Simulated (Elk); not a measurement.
Band structure of Tc3Pd (P-6m2, 4 atoms in the cell).

```
Tc3Pd
1.0
    2.68894     0.00000     0.00000
   -1.34447     2.32869     0.00000
    0.00000     0.00000     8.75923
Tc Pd
3 1
Direct
  0.00000   0.00000   0.00000
  0.33333   0.66667   0.75574
  0.33333   0.66667   0.24426
  0.00000   0.00000   0.50000
```

Level of theory: PBEsol, all-electron FP-LAPW, Elk's shipped species files, LAPW+lo basis (Elk 10.2.4).

Settings: xctype = 22; rgkmax = 7.5; stype = 0; swidth = 0.00499791 Ha; ngridk = 14 14 4; gmaxvr = 16 1/bohr; nxoapwlo = 1; maxscl = 100.

The starting cell comes from a database of computed structures (which also holds hypothetical and non-ambient phases and stackings), without a prior relaxation at this level. Its lattice was rescaled by a random factor within 2.5 % of one. Spin polarisation is off. Values depend on the basis (sphere radii, cutoffs, local orbitals), which need not be converged.

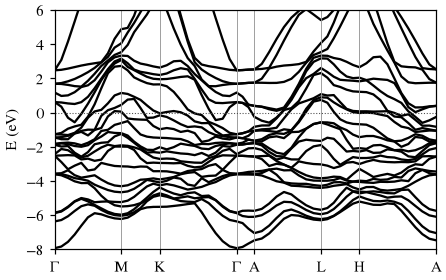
Figure: Bands along the path, energies from the Fermi level.

Levels in eV from the Fermi level, bands 29 to 36:
| point | 29 | 30 | 31 | 32 | 33 | 34 | 35 | 36 |
|---|---|---|---|---|---|---|---|---|
| Γ | -1.82 | -1.45 | -1.45 | -1.26 | -1.26 | 0.62 | 0.62 | 1.18 |
| M | -0.61 | 0.06 | 0.46 | 1.16 | 2.74 | 3.08 | 3.16 | 3.34 |
| K | -1.47 | -0.97 | -0.15 | -0.04 | 1.66 | 1.95 | 2.21 | 2.64 |
| A | -1.64 | -1.64 | -1.05 | -1.05 | -0.83 | -0.24 | 0.40 | 0.40 |
| L | -0.56 | 0.75 | 0.90 | 1.08 | 2.32 | 2.61 | 3.18 | 3.34 |
| H | -1.43 | -0.68 | -0.02 | 0.08 | 1.22 | 1.83 | 2.05 | 2.66 |

Bands cross the Fermi level along this path, so the cell is metallic at this level.
